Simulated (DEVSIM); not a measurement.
Structure: abrupt CdTe n-p junction, at 300 K.

```tsv
layer (left to right)	material	thickness (μm)	Nd (cm⁻³)	Na (cm⁻³)	τn (s)	τp (s)
1	CdTe	0.400	1.9e16	-	7.5e-8	7.5e-8
2	CdTe	4.30	-	1.4e15	7.5e-8	7.5e-8
```

Left contact: ohmic. Right contact: ohmic. Voltage is applied to the left contact. Recombination: SRH at mid-gap. Mobility is μmin + (μ − μmin)/(1 + (N/Nref)^α).

The device is made up for the run: typed textbook-type constants, with dimensions and the other settings drawn at random. Values at 300 K.

| parameter | CdTe |
|---|---|
| gap (eV) | 1.5 |
| affinity (eV) | 4.28 |
| permittivity | 10.2 |
| Nc (cm⁻³) | 8e17 |
| Nv (cm⁻³) | 1.8e19 |
| μn (cm²/Vs) | 1000 |
| μp (cm²/Vs) | 80 |
| μn,min | 100 |
| μp,min | 10 |
| Nref,n | 1e17 |
| Nref,p | 1e17 |
| αn | 0.6 |
| αp | 0.6 |

Simulated with DEVSIM: 1D drift-diffusion, Boltzmann statistics, complete ionisation; no tunnelling, impact ionisation, image-force lowering or self-heating.

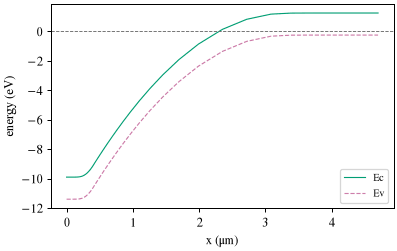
*Band edges at 10.0 V on the left contact*

Energies count from the Fermi level of the right contact; mesh points crowd at the junctions.

| x (μm) | Ec (eV) | Ev (eV) | n (cm⁻³) | p (cm⁻³) | field (V/cm) |
|---|---|---|---|---|---|
| 0.000 | -9.903 | -11.403 | 1.9e16 | < 1e2 | 14 |
| 0.01951 | -9.903 | -11.403 | 1.9e16 | < 1e2 | 18 |
| 0.05288 | -9.903 | -11.403 | 1.9e16 | < 1e2 | 50 |
| 0.1100 | -9.902 | -11.402 | 1.8e16 | < 1e2 | 380 |
| 0.2373 | -9.836 | -11.336 | 1.4e15 | < 1e2 | 17000 |
| 0.3163 | -9.597 | -11.097 | 1.4e11 | < 1e2 | 43000 |
| 0.3625 | -9.360 | -10.860 | 1.4e7 | < 1e2 | 59000 |
| 0.3957 | -9.146 | -10.646 | 3600 | < 1e2 | 70000 |
| 0.4121 | -9.029 | -10.529 | < 1e2 | < 1e2 | 71000 |
| 0.4423 | -8.814 | -10.314 | < 1e2 | < 1e2 | 71000 |
| 0.4977 | -8.426 | -9.926 | < 1e2 | < 1e2 | 69000 |
| 0.6384 | -7.477 | -8.977 | < 1e2 | < 1e2 | 66000 |
| 0.8569 | -6.099 | -7.599 | < 1e2 | < 1e2 | 60000 |
| 1.257 | -3.883 | -5.383 | < 1e2 | 150 | 50000 |
| 2.351 | 0.144 | -1.356 | < 1e2 | 770 | 23000 |
| 3.385 | 1.249 | -0.251 | < 1e2 | 1.1e15 | 610 |
| 3.993 | 1.255 | -0.245 | < 1e2 | 1.4e15 | ≈ 0 |
| 4.325 | 1.255 | -0.245 | < 1e2 | 1.4e15 | ≈ 0 |
| 4.546 | 1.255 | -0.245 | < 1e2 | 1.4e15 | ≈ 0 |
| 4.627 | 1.255 | -0.245 | < 1e2 | 1.4e15 | ≈ 0 |
| 4.671 | 1.255 | -0.245 | < 1e2 | 1.4e15 | ≈ 0 |
| 4.700 | 1.255 | -0.245 | < 1e2 | 1.4e15 | ≈ 0 |
